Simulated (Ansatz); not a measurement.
# AlNH3OF (SMILES [NH2][Al]([OH])[F]): B2PLYP/cc-pVDZ

What is the energy change on altering one bond length of AlNH3OF at B2PLYP/cc-pVDZ? 

The results are computed with Ansatz 0.2.0.

126 further runs of the same task are left out: 126 set aside as unsound or not needed.

## 1. The molecule

AlNH3OF: 7 atoms, total charge 0, spin state singlet. SMILES: `[NH2][Al]([OH])[F]`. Geometry: relaxed at PBE0-D4/def2-TZVP. This is one conformer, not always the lowest.

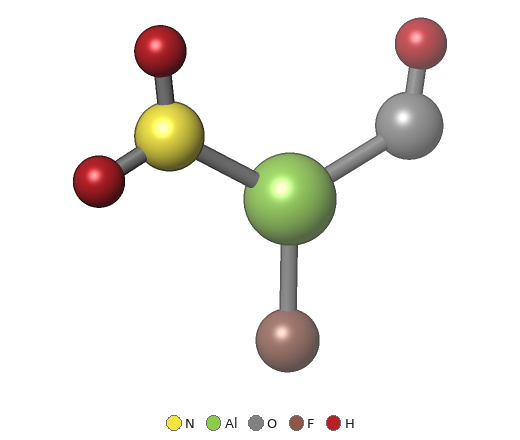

The structure, seen from a chosen angle (nitrogen yellow, aluminium green, oxygen grey, fluorine brown, hydrogen red).

## 2. The energy at B2PLYP/cc-pVDZ

File job.yaml:

```yaml
crystal:
  periodic: [false, false, false]
  atoms:
    - {symbol: N, position_ang: [-0.569800, 0.926800, -0.530800]}
    - {symbol: Al, position_ang: [-0.133300, -0.630000, 0.151800]}
    - {symbol: O, position_ang: [1.368400, -1.004200, 0.819000]}
    - {symbol: F, position_ang: [-1.265600, -1.822100, 0.146500]}
    - {symbol: H, position_ang: [-1.473200, 1.130200, -0.925100]}
    - {symbol: H, position_ang: [0.029600, 1.732300, -0.586700]}
    - {symbol: H, position_ang: [2.105200, -0.401000, 0.879500]}
basis:
  gaussian: {orbitals: cc-pVDZ}
total_charge: 0
hamiltonian: {xc: {name: B2PLYP}}
correlation: {frozen_orbitals: {Al: 5, F: 1, H: 0, "N": 1, O: 1}}
accuracy: high
output: {orbitals: {seedname: orbitals}}
```

The run is started by

```sh
$ ansatz run job.yaml --threads 1 --pin off --max-ram 3480MiB --events-out events.jsonl --progress --plain --runs-dir runs
```

What it wrote:

```text
Warning: RAYON_NUM_THREADS=1 ignored (pool sized by the plan → 1); use --threads N
Functional definition: B2PLYP
  name "B2PLYP"
  parameter a = 0.53
  parameter c = 0.27
  exchange = (1 - a)*b88_x + a*exact_x
  correlation = (1 - c)*lyp_c + c*(mp2_os + mp2_ss)
1649 factors; integrals over basis functions are off by at most 3.7e-9 eV
mean field evaluation 1: about -12882.0729 eV, gradient 6.7e1 eV
mean field evaluation 2: about -12882.2633 eV, gradient 6.7e1 eV
mean field evaluation 4: about -12890.2817 eV, gradient 3.0e0 eV
mean field evaluation 8: about -12890.3373 eV, gradient 2.7e-1 eV
mean field evaluation 16: about -12890.3375 eV, gradient 1.9e-5 eV
mean field -12890.33748232 eV, -473.7111650906 hartree, gradient 1.4e-8 eV, S^2 0.000000; 0 other end points of the search recorded, 0 dependent functions left out
8 core orbitals not correlated: weight in the atoms' cores, before any rotation towards them, 1.000 or more for the frozen orbitals, at most 0.000 for the correlated occupied ones
reference -12890.33750674 eV, -473.7111659879 hartree; 12, 12 occupied and 55, 55 virtual orbitals, 1649 factors
second order -19.99386607 eV of doubles, -0.00000000 eV of singles
Total energy: -12895.73585057 eV, -473.9095514649 hartree
```

Wall time 8.4 s (1 thread of Arm Neoverse V1, shared host); peak memory 0.22 GiB.

## 3. The distorted shape

File molecule.yaml:

```yaml
crystal:
  periodic: [false, false, false]
  atoms:
    - symbol: "N"
      position_ang: [-0.230108, 1.284432, -0.529210]
    - symbol: Al
      position_ang: [0.206392, -0.272368, 0.153390]
    - symbol: O
      position_ang: [1.708092, -0.646568, 0.820590]
    - symbol: F
      position_ang: [-1.265600, -1.822100, 0.146500]
    - symbol: H
      position_ang: [-1.133508, 1.487832, -0.923510]
    - symbol: H
      position_ang: [0.369292, 2.089932, -0.585110]
    - symbol: H
      position_ang: [2.444892, -0.043368, 0.881090]
basis:
  gaussian: {orbitals: cc-pVDZ}
hamiltonian: {xc: {name: B2PLYP}}
correlation: {frozen_orbitals: {Al: 5, F: 1, H: 0, "N": 1, O: 1}}
accuracy: high
output: {orbitals: {seedname: orbitals}}
```

The run is started by

```sh
$ ansatz run molecule.yaml --threads 1 --pin off --max-ram 3480MiB --events-out events.jsonl --progress --plain --runs-dir runs
```

What it wrote:

```text
Warning: RAYON_NUM_THREADS=1 ignored (pool sized by the plan → 1); use --threads N
Functional definition: B2PLYP
  name "B2PLYP"
  parameter a = 0.53
  parameter c = 0.27
  exchange = (1 - a)*b88_x + a*exact_x
  correlation = (1 - c)*lyp_c + c*(mp2_os + mp2_ss)
1631 factors; integrals over basis functions are off by at most 6.4e-9 eV
mean field evaluation 1: about -12879.8615 eV, gradient 6.9e1 eV
mean field evaluation 2: about -12880.0352 eV, gradient 6.9e1 eV
mean field evaluation 4: about -12888.5948 eV, gradient 6.8e0 eV
mean field evaluation 8: about -12888.7172 eV, gradient 4.5e-1 eV
mean field evaluation 16: about -12888.7178 eV, gradient 5.3e-5 eV
mean field -12888.71778987 eV, -473.6516424909 hartree, gradient 1.9e-8 eV, S^2 0.000000; 0 other end points of the search recorded, 0 dependent functions left out
8 core orbitals not correlated: weight in the atoms' cores, before any rotation towards them, 1.000 or more for the frozen orbitals, at most 0.000 for the correlated occupied ones
reference -12888.71781450 eV, -473.6516433961 hartree; 12, 12 occupied and 55, 55 virtual orbitals, 1631 factors
second order -20.46836474 eV of doubles, -0.00000000 eV of singles
Total energy: -12894.24427298 eV, -473.8547369993 hartree
```

Run time: 8.7 s. Hardware: 1 thread of Arm Neoverse V1, shared host; peak memory 0.22 GiB.

## 4. Outcome

At B2PLYP/cc-pVDZ, 8 core orbitals frozen:

```
                                                          quantity          value
                                         first shape: total energy  -473.90955 Eh
                    first shape: HOMO energy (SCF part's orbitals)       -8.83 eV
                    first shape: LUMO energy (SCF part's orbitals)        0.99 eV
                  first shape: HOMO–LUMO gap (SCF part's orbitals)        9.82 eV
                                     distorted shape: total energy  -473.85474 Eh
                distorted shape: HOMO energy (SCF part's orbitals)       -9.31 eV
                distorted shape: LUMO energy (SCF part's orbitals)        0.05 eV
              distorted shape: HOMO–LUMO gap (SCF part's orbitals)        9.36 eV
energy change with the Al2–F4 bond stretched from 1.644 to 2.137 Å       1.492 eV
```

In words: With the Al2–F4 bond stretched from 1.644 to 2.137 Å the energy rises by 1.49 eV (144 kJ/mol). The first shape isn't relaxed at this level, so the change isn't measured from a minimum.
